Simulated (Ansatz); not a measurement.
# Does disorder add resistance in series? Li(100) layers displaced at 180 K

Two lengths of the disordered region are known. What area resistance does the third give?

**Method.** Ansatz 0.2.0, plane waves with PAW datasets at their recommended cutoffs (420 eV for most), Fermi-Dirac smearing; ballistic transmission by layer matching. The area resistance is RA = A (h/2e²)(1/T − 1/N), with T the zone-mean transmission per spin and N the lead's channels, both averaged over a few energies near the Fermi level; for magnets each spin is taken apart, with h/e², and the two conduct in parallel. Lateral cell 2x2, PBE, a fresh random draw for each length. Atoms are displaced independently, by 0.187 Å r.m.s. per direction; each RA is scaled by the nominal over the drawn mean square displacement.

The runs, with one result withheld:

```tsv
length (Å)	channels N	RA (fΩ m²)
7.02	4.843	0.132
14.0	4.843	0.199
21.1	4.843	?
```

Worked fit:

Ohm's law makes RA linear in the length: the slope is (0.199 − 0.132)/(14.0 − 7.02) = 9.56×10⁻³ fΩ m² per Å, or 9.6 µΩ cm. Then 0.199 + 9.56×10⁻³ × 7.02. Predicted: 0.267 fΩ m².

What the run gave:

0.322 fΩ m², so the prediction is 17 % too low. The three lengths together give 14 µΩ cm. Single draws scatter; these runs don't part the causes of the miss, and leave the question open.

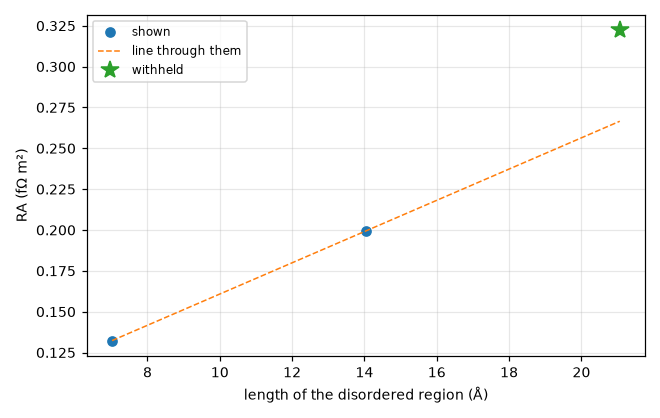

Area resistance against length.

**Limits.** The scatterers repeat sideways with the small cell. The slope is a raw one; a model of isotropic scattering puts it 1.13 times the bulk value over these lengths.

[Logs are printed without paths, hosts, clocks, repeated set-up lines and the standing remarks that a program may print on its own settings, such as how far it seeks lower states.]
